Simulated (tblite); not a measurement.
**C3H14NOPSi2: geometry relaxation (part 2 of 2)**

Continued. System: C3H14NOPSi2. Method: GFN2-xTB geometry optimisation, gas phase (tblite 0.8.0). 

Geometry of the input (Å):
```
C  -2.6377  -1.1288  0.4670
C  -1.7769  -0.5647  -0.6519
P  -0.4521  0.4253  0.0975
C  -0.0198  1.8291  -0.9883
O  -1.0205  0.9908  1.3992
N  0.9007  -0.5496  0.5286
Si 1.9014  0.3821  1.6978
Si 1.9368  -1.0021  -0.8398
H  -3.5380  -0.4987  0.5340
H  -2.8907  -2.1866  0.2245
H  -2.0362  -1.1519  1.3777
H  -2.3665  0.0244  -1.3755
H  -1.3332  -1.4191  -1.1854
H  0.6703  1.5398  -1.7948
H  -0.9442  2.2745  -1.3911
H  0.4597  2.5920  -0.3188
H  2.6146  1.3971  0.9304
H  2.8449  -0.5386  2.3466
H  0.9722  0.9720  2.6794
H  3.2884  -1.3759  -0.3642
H  1.2998  -2.1031  -1.5979
H  2.1164  0.1111  -1.7760
```

Trajectory as extended XYZ, continued:
```
22
Properties=species:S:1:pos:R:3:forces:R:3 step=89 energy=-725.55659
C    -2.1497   -1.3172    0.4867    0.0160   0.0180   0.0890
C    -1.6418   -0.4100   -0.6217    0.0080  -0.0220   0.0900
P    -0.4341    0.7969    0.0566    0.0760   0.0140  -0.0630
C    -0.0443    1.8529   -1.3955    0.0700   0.0290  -0.0180
O    -0.9479    1.5618    1.1946   -0.0330   0.0260   0.0170
N     0.9705   -0.0516    0.4237    0.0270  -0.0120  -0.0020
Si    1.6150    0.3402    2.0104    0.0130   0.0600  -0.0160
Si    1.7309   -1.0197   -0.8064    0.0020  -0.0450   0.0100
H    -2.3313   -0.7146    1.3795    0.0170  -0.0560  -0.0570
H    -3.0812   -1.8022    0.2046   -0.0290  -0.0500  -0.0320
H    -1.4197   -2.0882    0.7347    0.0150   0.0930  -0.0150
H    -2.4543    0.2064   -1.0120   -0.0880   0.0270  -0.0120
H    -1.2031   -0.9645   -1.4487   -0.0250  -0.0790  -0.0320
H     0.0443    1.2720   -2.3116   -0.0040   0.0870   0.0630
H    -0.8421    2.5880   -1.4977    0.0390  -0.0390   0.0310
H     0.8941    2.3704   -1.1946   -0.0570   0.0240  -0.0410
H     2.1318    1.7120    1.9638   -0.0330  -0.0430   0.0300
H     2.7004   -0.6239    2.1856    0.0200  -0.0110  -0.0210
H     0.6124    0.1475    3.0503   -0.0230  -0.0110  -0.0550
H     3.0479   -1.3690   -0.2916   -0.0180   0.0020   0.0270
H     0.9274   -2.2206   -1.0666   -0.0080   0.0110   0.0300
H     1.8641   -0.2472   -2.0450    0.0150  -0.0230  -0.0200
22
Properties=species:S:1:pos:R:3:forces:R:3 step=111 energy=-725.59727
C    -2.0063   -1.3140    0.5012    0.0020   0.0150  -0.0110
C    -1.6594   -0.3464   -0.6176    0.0160   0.0020   0.0040
P    -0.4179    0.8583    0.0107    0.0100   0.0010   0.0220
C    -0.0153    1.9231   -1.4304    0.0070  -0.0080   0.0060
O    -0.9130    1.6328    1.1520    0.0090   0.0130   0.0050
N     0.9756   -0.0101    0.3746    0.0080   0.0110  -0.0040
Si    1.5508    0.3091    2.0033   -0.0310  -0.0120   0.0040
Si    1.6566   -1.1091   -0.7881   -0.0200  -0.0030  -0.0030
H    -2.3331   -0.7532    1.3751   -0.0090   0.0070   0.0040
H    -2.7974   -2.0001    0.2033   -0.0210   0.0030  -0.0010
H    -1.1279   -1.8928    0.7809    0.0180  -0.0190   0.0150
H    -2.5324    0.2506   -0.8971   -0.0060  -0.0200   0.0000
H    -1.2935   -0.8676   -1.5025    0.0090  -0.0070   0.0000
H     0.0975    1.3620   -2.3521    0.0120  -0.0050  -0.0130
H    -0.8252    2.6431   -1.5313   -0.0070  -0.0040   0.0020
H     0.9053    2.4600   -1.2110    0.0130   0.0190   0.0090
H     1.9214    1.7170    2.1179   -0.0120   0.0040  -0.0180
H     2.7319   -0.5474    2.1188   -0.0110   0.0040  -0.0030
H     0.5300   -0.0888    2.9674    0.0130  -0.0080  -0.0030
H     2.9592   -1.4807   -0.2528   -0.0010   0.0110  -0.0140
H     0.8003   -2.2923   -0.9405   -0.0010  -0.0010   0.0040
H     1.7821   -0.4341   -2.0829    0.0040   0.0000  -0.0070
22
Properties=species:S:1:pos:R:3:forces:R:3 step=133 energy=-725.60075
C    -2.0111   -1.2970    0.5151   -0.0100   0.0040   0.0010
C    -1.6404   -0.3561   -0.6193   -0.0180   0.0000  -0.0300
P    -0.4105    0.8590    0.0095   -0.0340   0.0180   0.0120
C    -0.0064    1.9372   -1.4186    0.0160   0.0030  -0.0040
O    -0.9085    1.6280    1.1531    0.0030  -0.0010   0.0190
N     0.9841   -0.0089    0.3632   -0.0110   0.0110  -0.0020
Si    1.5413    0.2972    1.9995    0.0140  -0.0200  -0.0100
Si    1.6414   -1.1166   -0.8039    0.0240   0.0030   0.0090
H    -2.3543   -0.7157    1.3703   -0.0010  -0.0070  -0.0230
H    -2.7982   -1.9900    0.2178    0.0180   0.0280   0.0100
H    -1.1375   -1.8692    0.8253   -0.0070  -0.0100   0.0080
H    -2.5092    0.2280   -0.9389    0.0140  -0.0270   0.0150
H    -1.2479   -0.9011   -1.4787   -0.0180   0.0150  -0.0030
H     0.1827    1.3809   -2.3305   -0.0130   0.0110  -0.0200
H    -0.8470    2.6157   -1.5579    0.0190  -0.0250  -0.0060
H     0.8748    2.5203   -1.1550   -0.0070   0.0120   0.0040
H     1.8756    1.7126    2.1198   -0.0010   0.0100   0.0090
H     2.7412   -0.5337    2.1022   -0.0020  -0.0010   0.0050
H     0.5299   -0.1374    2.9584    0.0100  -0.0030  -0.0080
H     2.9624   -1.4618   -0.2996    0.0160  -0.0010   0.0010
H     0.7952   -2.3099   -0.9202   -0.0030  -0.0190   0.0100
H     1.7321   -0.4622   -2.1126   -0.0080   0.0020   0.0030
22
Properties=species:S:1:pos:R:3:forces:R:3 step=156 energy=-725.60469
C    -2.0152   -1.2649    0.5231   -0.0010  -0.0010  -0.0060
C    -1.6312   -0.3528   -0.6309    0.0050  -0.0070   0.0200
P    -0.4036    0.8702   -0.0062    0.0040  -0.0180   0.0010
C    -0.0001    1.9562   -1.4287    0.0010  -0.0090   0.0010
O    -0.9041    1.6353    1.1390   -0.0040  -0.0080   0.0030
N     0.9967    0.0091    0.3469    0.0090  -0.0040  -0.0100
Si    1.5315    0.2593    1.9997   -0.0050  -0.0170  -0.0170
Si    1.6490   -1.1289   -0.7951   -0.0150   0.0070   0.0090
H    -2.3183   -0.6568    1.3740   -0.0010   0.0050   0.0080
H    -2.8373   -1.9264    0.2545   -0.0030  -0.0040  -0.0210
H    -1.1629   -1.8718    0.8264    0.0020   0.0080   0.0030
H    -2.4967    0.2269   -0.9634   -0.0050   0.0040  -0.0030
H    -1.2392   -0.9180   -1.4772    0.0050   0.0190   0.0030
H     0.2772    1.4121   -2.3249    0.0010  -0.0050  -0.0020
H    -0.8769    2.5717   -1.6230    0.0010  -0.0010   0.0040
H     0.8193    2.6031   -1.1191    0.0020   0.0040  -0.0070
H     1.7860    1.6806    2.1985    0.0120   0.0110   0.0060
H     2.7701   -0.5170    2.0670    0.0010   0.0100   0.0100
H     0.5423   -0.2804    2.9291   -0.0060   0.0040   0.0010
H     3.0200   -1.3686   -0.3663    0.0070   0.0100  -0.0070
H     0.8718   -2.3749   -0.7855   -0.0020  -0.0060   0.0020
H     1.6113   -0.5449   -2.1385   -0.0070  -0.0030   0.0020
22
Properties=species:S:1:pos:R:3:forces:R:3 step=178 energy=-725.60715
C    -2.0442   -1.2557    0.5043   -0.0020   0.0040   0.0090
C    -1.6228   -0.3420   -0.6341   -0.0040  -0.0070  -0.0070
P    -0.3937    0.8693    0.0069   -0.0050   0.0080  -0.0050
C     0.0007    1.9587   -1.4164    0.0040   0.0120  -0.0020
O    -0.8940    1.6241    1.1590    0.0020   0.0020  -0.0050
N     1.0100    0.0104    0.3498   -0.0070   0.0000  -0.0010
Si    1.5506    0.2502    2.0020    0.0060   0.0010   0.0010
Si    1.6489   -1.1385   -0.7878    0.0090  -0.0010  -0.0060
H    -2.4013   -0.6509    1.3362   -0.0020   0.0020   0.0070
H    -2.8385   -1.9336    0.1943    0.0090  -0.0020   0.0060
H    -1.1960   -1.8432    0.8543   -0.0020   0.0000  -0.0140
H    -2.4754    0.2477   -0.9840    0.0070  -0.0100  -0.0010
H    -1.2183   -0.9080   -1.4736    0.0070   0.0030  -0.0060
H     0.3235    1.4151   -2.2981   -0.0080   0.0060   0.0100
H    -0.8969    2.5331   -1.6409    0.0040  -0.0040   0.0020
H     0.7827    2.6475   -1.1005    0.0050  -0.0130   0.0110
H     1.8058    1.6709    2.2115    0.0010  -0.0060  -0.0030
H     2.7932   -0.5209    2.0627   -0.0060   0.0030   0.0000
H     0.5654   -0.2979    2.9312    0.0010   0.0060  -0.0030
H     3.0589   -1.2875   -0.4500   -0.0110   0.0080   0.0010
H     0.9361   -2.4175   -0.6809   -0.0020  -0.0080   0.0030
H     1.4950   -0.6117   -2.1465   -0.0050  -0.0050   0.0020
22
Properties=species:S:1:pos:R:3:forces:R:3 step=200 energy=-725.60883
C    -2.0489   -1.2598    0.4892   -0.0050  -0.0030   0.0010
C    -1.6263   -0.3452   -0.6483    0.0020   0.0010  -0.0020
P    -0.4061    0.8664    0.0088    0.0050   0.0050  -0.0020
C     0.0158    1.9684   -1.3960    0.0010   0.0050  -0.0050
O    -0.9157    1.6145    1.1610    0.0020  -0.0030   0.0040
N     0.9923    0.0010    0.3553    0.0050  -0.0050   0.0030
Si    1.5533    0.2558    1.9973    0.0050   0.0040  -0.0020
Si    1.6374   -1.1462   -0.7807    0.0000  -0.0010   0.0000
H    -2.4201   -0.6571    1.3168    0.0040  -0.0020  -0.0020
H    -2.8318   -1.9486    0.1749   -0.0020   0.0000   0.0000
H    -1.1966   -1.8368    0.8466   -0.0010   0.0030  -0.0030
H    -2.4787    0.2387   -1.0067   -0.0010  -0.0020   0.0030
H    -1.2103   -0.9096   -1.4833    0.0010  -0.0020   0.0000
H     0.3335    1.4324   -2.2837   -0.0020  -0.0030  -0.0020
H    -0.8661    2.5670   -1.6173    0.0000   0.0030   0.0030
H     0.8126    2.6310   -1.0614   -0.0040   0.0000   0.0040
H     1.8395    1.6748    2.1802   -0.0040  -0.0020   0.0000
H     2.7810   -0.5390    2.0562   -0.0030   0.0020   0.0050
H     0.5685   -0.2563    2.9463   -0.0030   0.0030  -0.0030
H     3.0685   -1.2051   -0.5109    0.0010  -0.0040  -0.0030
H     0.9973   -2.4553   -0.6007   -0.0010   0.0020   0.0040
H     1.3904   -0.6718   -2.1445   -0.0010  -0.0010  -0.0040
```

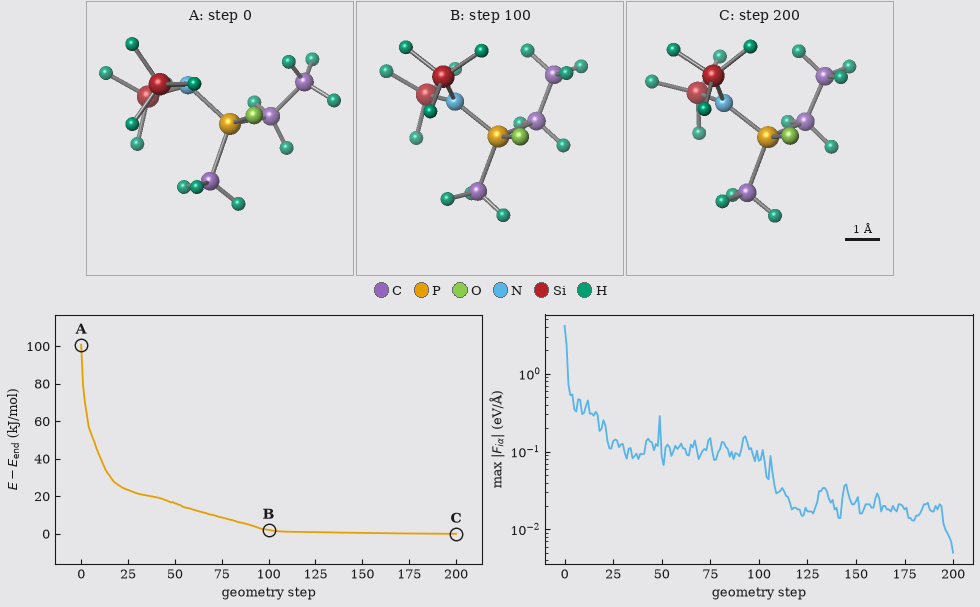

*Frames of the relaxation (ball-and-stick view, seen at a tilt) above the curves, on which the letters mark them (steps are counted from 0).*

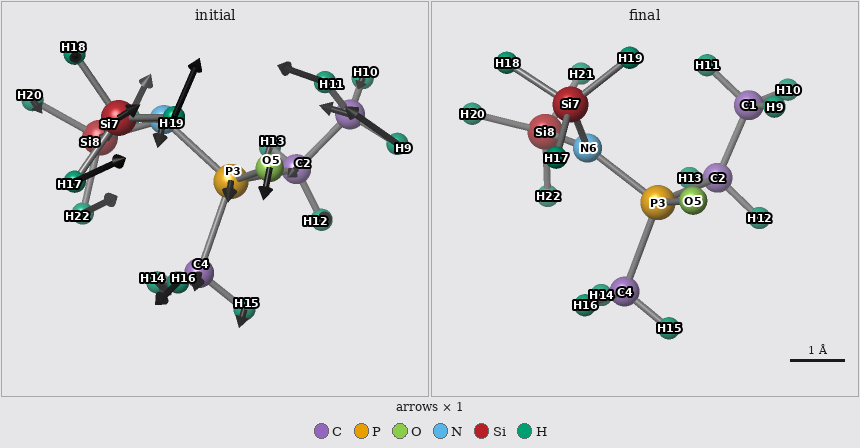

*Before (left) and after (right) the relaxation, at one scale (ball-and-stick view, seen at a tilt). The black arrows give the displacements, at true length.*

H17 moves most after the best rigid fit: 1.54 Å. By element the largest moves are H 1.54 Å, O 0.66 Å, C 0.61 Å, N 0.59 Å, Si 0.50 Å, P 0.45 Å. Distances before and after: P3–O5 1.529 → 1.465 Å, N6–Si7 1.799 → 1.754 Å, P3–N6 1.722 → 1.681 Å, N6–Si8 1.775 → 1.739 Å. Among the angles that change: Si7–N6–Si8 108.0° → 126.1°, C4–P3–N6 113.4° → 106.0°, P3–N6–Si8 114.2° → 120.9°. Over 200 geometry steps the energy falls by 100.8 kJ/mol. Largest force component: 4.1 eV/Å at the start, 0.005 eV/Å at the end. (Atoms are counted from 1 in the order of the input.)

Key numbers:

```tsv
quantity	value
outcome	converged
total energy	−725.6088 eV
hardware	1 CPU thread, shared host
wall time	1.8 s
peak memory	0.18 GiB
```
